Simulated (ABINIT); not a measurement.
# BAs (F-43m): G0W0 in ABINIT against the bands in the screening, part 2 of 2

How does the gap of BAs (F-43m) converge in the bands in the screening?

ABINIT 10.8.3; PBE and many-body steps on it, plane waves. Known limits of the many-body steps: not at the basis limit; exchange with frozen shells missing; no spin-orbit coupling.

So far. Step 2 (Screening, 6×6×6 mesh, 17 bands, screening to 195.9 eV): Local fields lower ε∞ by 9 %. Step 5 (23 bands): The gap on the mesh goes from 1.29 eV to 2.16 eV, a correction of +0.86 eV.

**6. Screening, 6×6×6 mesh, 70 bands, screening to 195.9 eV**

This step: RPA screening on PBE, plane waves, norm-conserving pseudopotentials.

The input, run.abi:

```
acell 3*1.0 Angstrom
rprim 
  -0.000000000000 2.388500000000 2.388500000000
  2.388500000000 -0.000000000000 2.388500000000
  2.388500000000 2.388500000000 -0.000000000000
ntypat 2
znucl 5 33
natom 2
typat 1 2
xred 
  0.000000000000 0.000000000000 0.000000000000
  0.250000000000 0.250000000000 0.250000000000
pp_dirpath "pseudos"
pseudos "B.upf, As.upf"
ecut 38
ngkpt 6 6 6
nshiftk 1
shiftk 0 0 0
kptopt 1
chksymbreak 0
istwfk *1
occopt 1
irdwfk 1
optdriver 3
nband 70
ecuteps 7.2
inclvkb 2
awtr 1
symchi 1
indata_prefix "in"
outdata_prefix "out"
tmpdata_prefix "tmp"
```

Started as:

```bash
$ OMP_NUM_THREADS=1 mpirun -n 4 abinit run.abi > log
```

The program printed:

```text
.Version 10.8.3 of ABINIT. v10.8.2 released Aug 2026.

 Symmetries : space group F-4 3 m (#216); Bravais cF (face-center cubic)
[... echo of the input left out ...]
== DATASET  1 ==================================================================
-   mpi_nproc: 4, omp_nthreads: 1 (-1 if OMP is not activated)

--- !DatasetInfo
iteration_state: {dtset: 1, }
dimensions: {natom: 2, nkpt: 16, mband: 70, nsppol: 1, nspinor: 1, nspden: 1, mpw: 2085, }
cutoff_energies: {ecut:  38.0, pawecutdg:  -1.0, }
[...]
--------------------------------------------------------------------------------
[... chi0 elements left out ...]
 For q-point:  0.000010 0.000020 0.000030
  dielectric constant =  10.4619
  dielectric constant without local fields =  11.4668

  Average fulfillment of the sum rule on Im[epsilon] for q-point    1 :     59.75  [%]
[... wings left out ...]
  q-point number  2        q = ( 0.166667, 0.000000, 0.000000) [r.l.u.]
--------------------------------------------------------------------------------
[... chi0 elements left out ...]
  Average fulfillment of the sum rule on Im[epsilon] for q-point    2 :     77.44  [%]

 [... 14 further q-points ...]
```

Wall time 52 s (4 MPI ranks of Arm Neoverse V1, shared host); peak memory 0.74 GiB; 3.5 min of CPU time.

Numbers from this step:

- ε∞ with local fields, on this mesh, along the program's q direction: 10.46
- the same without local fields: 11.47
- plasma frequency: 30.18 eV
- plane waves in the screening matrix: 169

**7. 70 bands**

This step: G0W0 on PBE, plane waves, norm-conserving pseudopotentials.

run.abi, as its differences from that of step 6:

```diff
@@ -23,8 +23,17 @@
 irdwfk 1
-optdriver 3
+optdriver 4
 nband 70
+gwcalctyp 0
+ecutsigx 38
+symsigma 1
+nkptgw 2
+kptgw 
+  0.0000000000 0.0000000000 0.0000000000
+  0.3333333333 0.3333333333 0.0000000000
+bdgw 
+  7 12
+  8 11
 ecuteps 7.2
-inclvkb 2
-awtr 1
-symchi 1
+irdscr 1
+ppmodel 1
 indata_prefix "in"
```

The program printed:

```text
.Version 10.8.3 of ABINIT. v10.8.2 released Aug 2026.

 Symmetries : space group F-4 3 m (#216); Bravais cF (face-center cubic)
[... echo of the input left out ...]
== DATASET  1 ==================================================================
-   mpi_nproc: 4, omp_nthreads: 1 (-1 if OMP is not activated)

--- !DatasetInfo
iteration_state: {dtset: 1, }
dimensions: {natom: 2, nkpt: 16, mband: 70, nsppol: 1, nspinor: 1, nspden: 1, mpw: 2085, }
cutoff_energies: {ecut:  38.0, pawecutdg:  -1.0, }
[...]
Band     E0 <VxcDFT>   SigX SigC(E0)      Z dSigC/dE  Sig(E)    E-E0       E
[...]
10   7.859 -11.353  -7.290  -3.883   0.815  -0.227 -11.206   0.147   8.005
       11   9.721 -10.888  -6.139  -4.500   0.814  -0.228 -10.685   0.203   9.924

== END DATASET(S) ==============================================================
================================================================================

 -outvars: echo values of variables after computation  --------
           etotal      0.0000000000E+00
            nband          70
             nkpt          16
          spgroup         216
 [... the other variables as echoed above ...]

 Calculation completed.
```

The job ended after 10 s (4 MPI ranks; peak memory 0.73 GiB; 41 s of CPU time).

Numbers from this step:

| Property | Result |
| --- | --- |
| G0W0 gap on the points computed | 2.139 eV |
| starting gap on the mesh | 1.294 eV |
| k of the valence top | 0, 0, 0 |
| k of the conduction bottom | 0.3333, 0.3333, 0 |
| least direct G0W0 gap on the computed points | 4.085 eV |

Against the run before, the gap moves by −0.017 eV.

**8. Screening, 6×6×6 mesh, 152 bands, screening to 195.9 eV**

This step: RPA screening on PBE, plane waves, norm-conserving pseudopotentials.

run.abi, as its differences from that of step 7:

```diff
@@ -23,17 +23,8 @@
 irdwfk 1
-optdriver 4
-nband 70
-gwcalctyp 0
-ecutsigx 38
-symsigma 1
-nkptgw 2
-kptgw 
-  0.0000000000 0.0000000000 0.0000000000
-  0.3333333333 0.3333333333 0.0000000000
-bdgw 
-  7 12
-  8 11
+optdriver 3
+nband 152
 ecuteps 7.2
-irdscr 1
-ppmodel 1
+inclvkb 2
+awtr 1
+symchi 1
 indata_prefix "in"
```

The program printed:

```text
.Version 10.8.3 of ABINIT. v10.8.2 released Aug 2026.

 Symmetries : space group F-4 3 m (#216); Bravais cF (face-center cubic)
[... echo of the input left out ...]
== DATASET  1 ==================================================================
-   mpi_nproc: 4, omp_nthreads: 1 (-1 if OMP is not activated)

--- !DatasetInfo
iteration_state: {dtset: 1, }
dimensions: {natom: 2, nkpt: 16, mband: 152, nsppol: 1, nspinor: 1, nspden: 1, mpw: 2085, }
cutoff_energies: {ecut:  38.0, pawecutdg:  -1.0, }
[...]
--------------------------------------------------------------------------------
[... chi0 elements left out ...]
 For q-point:  0.000010 0.000020 0.000030
  dielectric constant =  10.4871
  dielectric constant without local fields =  11.4825

  Average fulfillment of the sum rule on Im[epsilon] for q-point    1 :     93.08  [%]
[... wings left out ...]
  q-point number  2        q = ( 0.166667, 0.000000, 0.000000) [r.l.u.]
--------------------------------------------------------------------------------
[... chi0 elements left out ...]
  Average fulfillment of the sum rule on Im[epsilon] for q-point    2 :    117.44  [%]

 [... 14 further q-points ...]
```

It took 2 min on 4 MPI ranks; peak memory 1.1 GiB; 8.2 min of CPU time.

Numbers from this step:

```yaml
eps_infinity_with_local_fields_on_this_mesh_along_the_program_s_q_direction: 10.49
the_same_without_local_fields: 11.48
plasma_frequency: 30.18 eV
plane_waves_in_the_screening_matrix: 169
```

**9. 152 bands**

This step: G0W0 on PBE, plane waves, norm-conserving pseudopotentials.

run.abi, as its differences from that of step 8:

```diff
@@ -23,8 +23,17 @@
 irdwfk 1
-optdriver 3
-nband 152
+optdriver 4
+nband 70
+gwcalctyp 0
+ecutsigx 38
+symsigma 1
+nkptgw 2
+kptgw 
+  0.0000000000 0.0000000000 0.0000000000
+  0.3333333333 0.3333333333 0.0000000000
+bdgw 
+  7 12
+  8 11
 ecuteps 7.2
-inclvkb 2
-awtr 1
-symchi 1
+irdscr 1
+ppmodel 1
 indata_prefix "in"
```

The program printed:

```text
.Version 10.8.3 of ABINIT. v10.8.2 released Aug 2026.

 Symmetries : space group F-4 3 m (#216); Bravais cF (face-center cubic)
[... echo of the input left out ...]
== DATASET  1 ==================================================================
-   mpi_nproc: 4, omp_nthreads: 1 (-1 if OMP is not activated)

--- !DatasetInfo
iteration_state: {dtset: 1, }
dimensions: {natom: 2, nkpt: 16, mband: 70, nsppol: 1, nspinor: 1, nspden: 1, mpw: 2085, }
cutoff_energies: {ecut:  38.0, pawecutdg:  -1.0, }
[...]
Band     E0 <VxcDFT>   SigX SigC(E0)      Z dSigC/dE  Sig(E)    E-E0       E
[...]
10   7.859 -11.353  -7.290  -3.945   0.816  -0.226 -11.256   0.097   7.955
       11   9.721 -10.888  -6.139  -4.557   0.814  -0.228 -10.732   0.156   9.877

== END DATASET(S) ==============================================================
================================================================================

 -outvars: echo values of variables after computation  --------
           etotal      0.0000000000E+00
            nband          70
             nkpt          16
          spgroup         216
 [... the other variables as echoed above ...]

 Calculation completed.
```

It took 11 s on 4 MPI ranks; peak memory 0.73 GiB.

This step gave:

```
G0W0 gap on the points computed              : 2.143 eV
starting gap on the mesh                     : 1.294 eV
k of the valence top                         : 0, 0, 0
k of the conduction bottom                   : 0.3333, 0.3333, 0
least direct G0W0 gap on the computed points : 4.090 eV
```

Against the run before, the gap moves by +0.004 eV.

**10. The runs together**

Times are wall times on 4 MPI ranks of Arm Neoverse V1, shared host, good to a factor of about two. A run's time includes the screening step that it read.

```
      run   mesh  bands  screening cutoff (eV)  DFT gap (eV)  gap on the mesh (eV)  direct (eV)  ε∞ used     time
 17 bands  6×6×6     70                  195.9         1.294                 2.206        4.139    10.34     20 s
 23 bands  6×6×6     70                  195.9         1.294                 2.156        4.097    10.37     26 s
 70 bands  6×6×6     70                  195.9         1.294                 2.139        4.085    10.46     63 s
152 bands  6×6×6     70                  195.9         1.294                 2.143        4.090    10.49  2.2 min
```

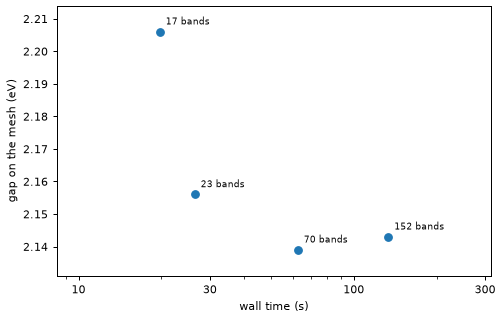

Result against wall time.

**11. Results**

| Quantity | Value |
| --- | --- |
| 17 bands | 2.206 eV |
| 23 bands | 2.156 eV |
| 70 bands | 2.139 eV |
| 152 bands | 2.143 eV |
| known limits | not at the basis limit; exchange with frozen shells missing; no spin-orbit coupling |

**Reading.** The setting moved: bands in the screening. From 17 bands to 152 bands the gap moves by −0.06 eV, for 6.8 times the time. It holds to 0.03 eV from 23 bands on. Bands and screening cutoff are coupled, so a series along one setting does not show full convergence. Bands and cutoff are finite, so the gap is not at the basis limit. The miss can reach some tenths of an eV and take either sign; the mesh is an error of its own. In the G0W0 runs levels were corrected at 2 k points alone, so a gap called «on the mesh» is the least over those, and an edge elsewhere would be missed. The norm-conserving file of at least one element keeps a d shell over frozen s and p shells of the same row. Exchange with those shells is missing from the self-energy, an error of 0.3 to 0.9 eV in cases checked, whose sign depends on which edge lies on those atoms. The many-body steps are scalar-relativistic: spin-orbit coupling is not in them.

[Paths, hosts, dates, memory and timing lines, banners, echoed tables and standing remarks are left out of the program output.]

[Logs are printed without paths, hosts, clocks, repeated set-up lines and the standing remarks that a program may print on its own settings, such as how far it seeks lower states.]

[Runs of the session that timed out or met a known fault of the program may be left out.]

[Hosts, paths, dates, database ids (printed as entryN), source tags and the programs' standing remarks are cut or masked in the printed files.]

[G0W0 gaps are taken among the corrected bands and points alone; a level outside them can change the order at an edge.]

[Where Ansatz stands beside ABINIT at settings called matched, ABINIT's density can come from a denser mesh and the files from another edition; pairs whose starting gaps differed by over 0.03 eV were left out, so agreement reads better than it is.]
